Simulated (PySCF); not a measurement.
# C5H6F2: the cost of one run

The runs use PySCF 2.14.0, with density-fitted response routines of our own; the level of theory stands in each step. All values are computed, except where a source is named. Atoms are numbered from 0 throughout.

## 1. The starting structure

13 atoms, charge 0, multiplicity 1; geometry from: GFN2-xTB. The atoms were then displaced at random by about 0.01 Å, so the start is not that level's minimum.

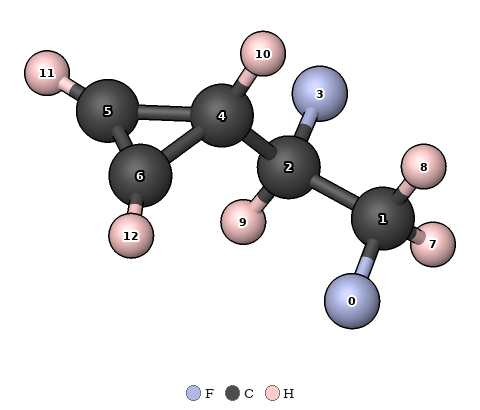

As it starts; fluorine light blue, carbon dark grey, hydrogen pink, atoms numbered.

## 2. Optimising the geometry at PBE0-D3(BJ)/def2-SVP

What the job is given:

```
{"job": {"xc": "PBE0", "basis": "def2-SVP", "d3": "d3bj", "grid": 1, "shake": 0.01, "kind": "geom"}, "charge": 0, "multiplicity": 1}
F     -1.486230     1.609560    -0.196590
C     -1.725490     0.330670     0.168980
C     -0.579540    -0.535590    -0.330550
F     -0.908630    -1.851770    -0.153560
C      0.723800    -0.272550     0.419500
C      2.049460    -0.380050    -0.265200
C      1.656490     0.823340    -0.030470
H     -2.647800     0.017860    -0.285440
H     -1.795020     0.317230     1.282130
H     -0.421800    -0.389810    -1.391240
H      0.637670    -0.501330     1.498020
H      2.770110    -1.073490    -0.636400
H      1.732810     1.889060    -0.089500
```

Command:

```sh
$ OMP_NUM_THREADS=1 python probes_run.py task.json out
```

The driver reads the jobs from task.json and runs them one after another.

Q: Estimate the wall time and peak memory of this first job on 1 thread of Arm Neoverse V2, shared host.

About 46 s, with a peak of 0.54 GiB.
